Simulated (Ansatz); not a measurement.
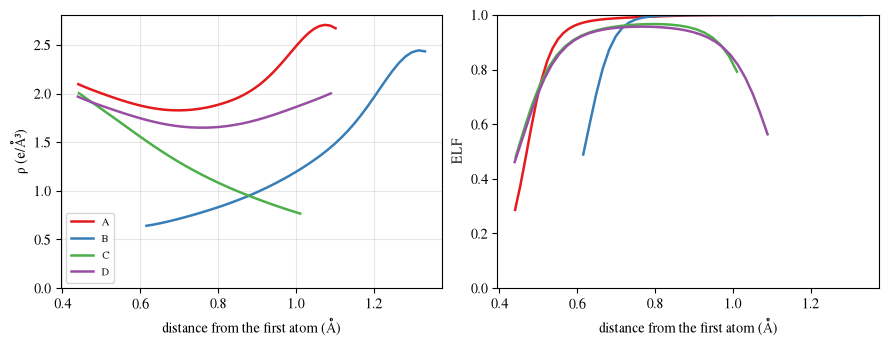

C3H8Be (SMILES [BeH][CH2]CC). Electron density and electron localisation function along straight lines between neighbouring atoms. The curves leave out the atomic cores.

Geometry: B3LYP-D3(BJ)/def2-SVP.

All numbers below come from Ansatz 0.2.0, isolated molecule in a Gaussian basis; Kohn-Sham density functional theory, functional PBE0.

```xyz
12

C    -1.0447   -0.5513    1.4417
C     0.4786   -0.3371    1.3060
C     0.9983    0.8306    2.1457
Be   -2.0503    0.7268    1.0006
H    -2.8605    1.7216    0.6438
H    -1.2752   -0.8256    2.4932
H    -1.3450   -1.4454    0.8572
H     1.0226   -1.2548    1.5954
H     0.7384   -0.1630    0.2462
H     2.0891    0.9531    2.0496
H     0.5320    1.7855    1.8429
H     0.7724    0.6823    3.2152
```

Which curve belongs to which contact (Be–H, C–Be, C–C and C–H)? The first atom named is at distance zero.

Curve A: C–H (1.10 Å): ρ at the midpoint is about 1.9 e/Å³; the ELF climbs to about 1 towards the hydrogen, as it does in any bond to H: a covalent bond by its length. Curve B: Be–H (1.33 Å): the density is about 0.68 e/Å³ at the midpoint; the ELF climbs to about 1 towards the hydrogen. Curve C: C–Be (1.69 Å): ρ is about 1 e/Å³ halfway; the ELF peaks at about 0.95 between the atoms; a polar covalent bond. Curve D: C–C (1.53 Å): the density is about 1.6 e/Å³ at the midpoint; the ELF peaks at about 0.95 between the atoms, as expected for a covalent bond.
